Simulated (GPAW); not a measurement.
Band structure of HfAu (P4/nmm, 4 atoms in the cell).

```
CELL_PARAMETERS angstrom
      3.48386     0.00000     0.00000
      0.00000     3.48386     0.00000
      0.00000     0.00000     6.32052
ATOMIC_POSITIONS crystal
  Hf 0.00000 0.50000 0.85158
  Hf 0.50000 0.00000 0.14842
  Au 0.00000 0.50000 0.37143
  Au 0.50000 0.00000 0.62857
```

Level of theory: PBEsol, GPAW PAW datasets PBEsol (made by gpaw-setup) (plane waves; GPAW).

Settings: mode = pw; ecut = 600 eV; xc = PBEsol; kpts = 8 8 4; mesh shift (steps) = 0 0 0; occupations.name = methfessel-paxton; occupations.width = 0.1 eV; occupations.order = 0; nbands = -12; convergence.forces = 0.001 eV/Å; symmetry.symmorphic = false; symmetry.tolerance = 0.0005; maxiter = 120; bandpath_npoints = 40.

The starting cell comes from a database of computed structures (which also holds hypothetical and non-ambient phases and stackings), without a prior relaxation at this level. Spin-orbit coupling is off.

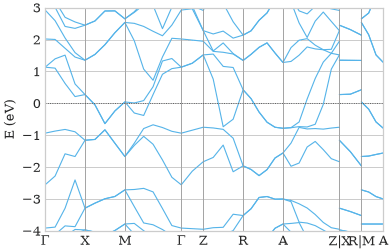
Fig. 1. Bands along the path, energies from the Fermi level.

Levels in eV from the Fermi level, bands 19 to 26:
```
point     19     20     21     22     23     24    25    26
-----  -----  -----  -----  -----  -----  -----  ----  ----
Γ      -4.25  -3.91  -2.56  -0.94   1.13   1.13  2.02  2.92
X      -3.29  -3.29  -1.16  -1.16   0.27   0.27  1.35  1.35
M      -2.71  -2.71  -1.67  -1.67   0.04   0.04  2.53  2.53
Z      -4.18  -3.95  -1.83  -0.75   1.52   1.52  1.95  2.28
R      -3.52  -3.52  -1.96  -1.96   0.42   0.42  1.34  1.34
A      -3.00  -3.00  -1.56  -1.56  -0.78  -0.78  1.28  1.28
```

Bands cross the Fermi level along this path, so the cell is metallic at this level.
